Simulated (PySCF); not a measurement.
# NMR shielding calculation of C$_{4}$H$_{11}$NSi

C$_{4}$H$_{11}$NSi, computed with GIAO B3LYP/pcSseg-1 NMR shielding, non-relativistic, gas phase (PySCF 2.14.0).

The geometry comes from this level: GFN2-xTB. Figures and captions count atoms from 1; the log counts them from 0 in places.

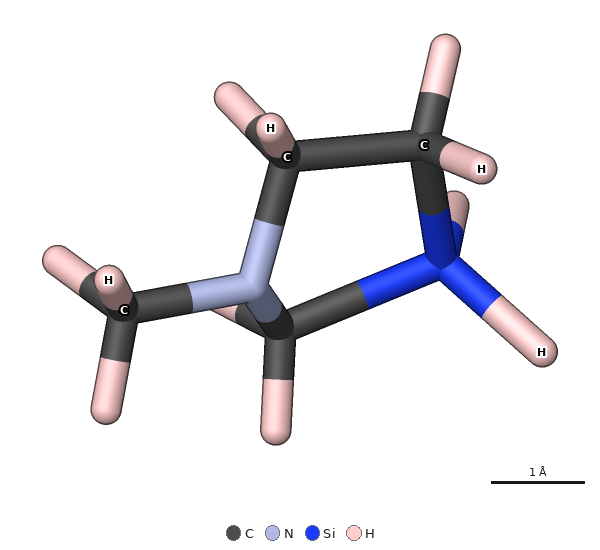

Figure 1. The structure as given in the input (stick view, seen at a tilt).

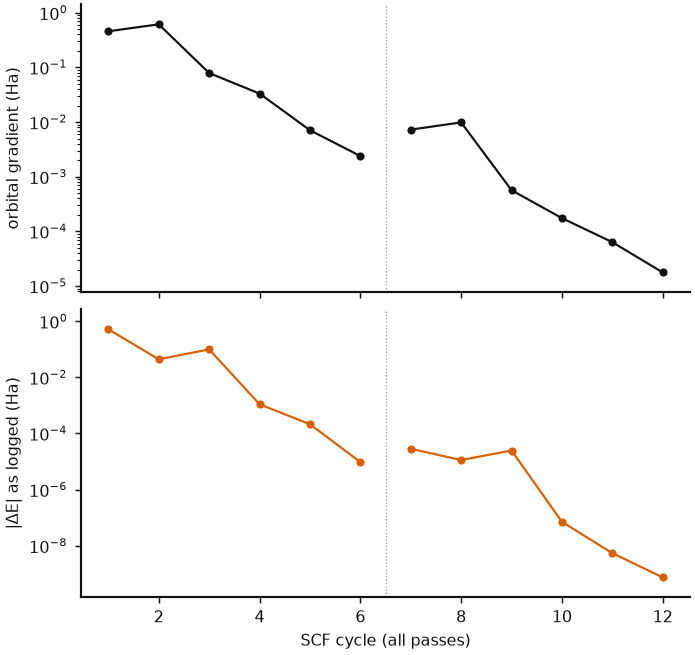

Figure 2. Convergence of the self-consistent field: orbital gradient and size of the energy change against the SCF cycle. The dotted line marks the change from a coarse to the final integration grid. The first 6 cycles use a coarse grid, the final grid takes over at cycle 7, and the field converges after 12 cycles in all.

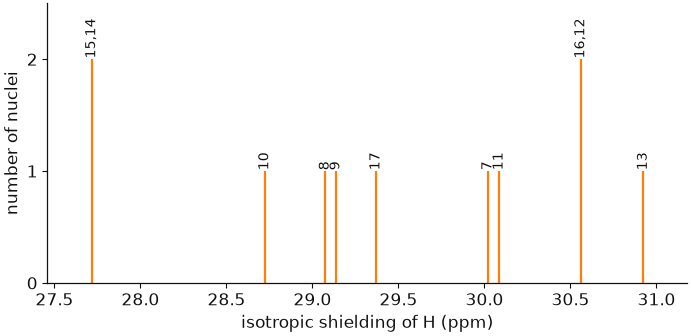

Figure 3. Isotropic shieldings of the hydrogen nuclei in this fixed geometry, labelled by atom number; shielding grows to the right, so chemical shift grows to the left. The least shielded is H15 (27.7 ppm), the most shielded H13 (30.9 ppm).

The input and output of the run follow.

### The input
```
{"job": {"kind": "nmr", "xc": "B3LYP", "basis": "pcSseg-1", "pop": false}, "charge": 0, "multiplicity": 1}
C      2.036239    -0.051452    -0.644767
N      0.772655     0.238429    -0.012607
C      0.196013    -0.912685     0.656384
C     -1.117335    -0.475762     1.305972
Si    -1.819277     0.792728     0.070338
C     -0.202018     0.794438    -0.938441
H      1.948316    -0.805742    -1.445872
H      2.739212    -0.419997     0.102361
H      2.436452     0.865339    -1.077053
H      0.910562    -1.278760     1.399115
H      0.001844    -1.734221    -0.059297
H     -0.910361    -0.008477     2.267636
H     -1.757524    -1.334801     1.494693
H     -2.961638     0.295013    -0.704249
H     -2.127704     2.087122     0.678142
H     -0.289515     0.178136    -1.850952
H      0.137081     1.782723    -1.251312
```

The first line tells a small driver script what to run in PySCF; the rest is the geometry in Å.

Launch command:
```bash
OMP_NUM_THREADS=1 python <driver script> task.json out
```

### What the program printed
```
coarse grid: 13856 points
cycle   1  E = -503.1669276727  dE =  5.174e-01  |g| = 4.572e-01  |ddm| = 3.574e+00
cycle   2  E = -503.1228614514  dE =  4.407e-02  |g| = 6.129e-01  |ddm| = 1.139e+00
cycle   3  E = -503.2222563379  dE = -9.939e-02  |g| = 7.870e-02  |ddm| = 7.420e-01
cycle   4  E = -503.2233605211  dE = -1.104e-03  |g| = 3.320e-02  |ddm| = 8.714e-02
cycle   5  E = -503.2235748835  dE = -2.144e-04  |g| = 7.086e-03  |ddm| = 2.888e-02
cycle   6  E = -503.2235845015  dE = -9.618e-06  |g| = 2.391e-03  |ddm| = 8.212e-03
final grid: 126848 points
cycle   7  E = -503.2670275919  dE = -2.864e-05  |g| = 7.271e-03  |ddm| = 2.285e-02
cycle   8  E = -503.2670162677  dE =  1.132e-05  |g| = 9.841e-03  |ddm| = 1.526e-02
cycle   9  E = -503.2670410164  dE = -2.475e-05  |g| = 5.660e-04  |ddm| = 9.037e-03
cycle  10  E = -503.2670410876  dE = -7.118e-08  |g| = 1.748e-04  |ddm| = 6.555e-04
cycle  11  E = -503.2670410931  dE = -5.454e-09  |g| = 6.348e-05  |ddm| = 1.568e-04
cycle  12  E = -503.2670410938  dE = -7.466e-10  |g| = 1.775e-05  |ddm| = 7.333e-05
converged SCF energy = -503.2670410938

GIAO shielding tensors (ppm)
atom      isotropic    diamagn.    paramagn.     s11        s22        s33       span
  0 C      133.213     244.910    -111.698    101.213    117.348    181.076     79.863
  1 N      198.850     324.637    -125.787    147.550    207.174    241.825     94.275
  2 C      119.681     248.341    -128.660     89.078    108.137    161.827     72.749
  3 C      170.056     250.791     -80.735    148.924    167.217    194.026     45.102
  4 Si     369.370     880.069    -510.700    318.776    372.196    417.137     98.361
  5 C      137.592     250.770    -113.178    107.859    118.289    186.629     78.770
  6 H       30.019      30.108      -0.089     26.900     27.302     35.855      8.955
  7 H       29.074      29.993      -0.919     24.516     26.459     36.245     11.729
  8 H       29.136      29.880      -0.744     24.806     26.474     36.128     11.323
  9 H       28.722      31.925      -3.203     23.788     28.009     34.370     10.582
 10 H       30.084      32.586      -2.502     25.483     29.689     35.081      9.598
 11 H       30.579      30.691      -0.111     25.898     27.825     38.013     12.115
 12 H       30.923      29.858       1.065     26.463     27.898     38.408     11.945
 13 H       27.719      29.138      -1.419     24.707     24.941     33.510      8.803
 14 H       27.713      29.235      -1.522     24.468     24.892     33.779      9.311
 15 H       30.539      31.790      -1.251     26.288     28.972     36.357     10.069
 16 H       29.368      31.517      -2.148     25.475     27.139     35.491     10.016
```

### Key numbers

- outcome: converged
- total energy: −503.267041 hartree
- HOMO: −5.93 eV
- LUMO: 0.63 eV
- dipole moment: 0.52 D
- isotropic shielding, C: 119.7 to 170.1 ppm
- isotropic shielding, N: 198.8 ppm
- isotropic shielding, Si: 369.4 ppm
- isotropic shielding, H: 27.7 to 30.9 ppm
- hardware: 1 CPU thread, shared host
- wall time: 14 s
- peak memory: 0.85 GiB
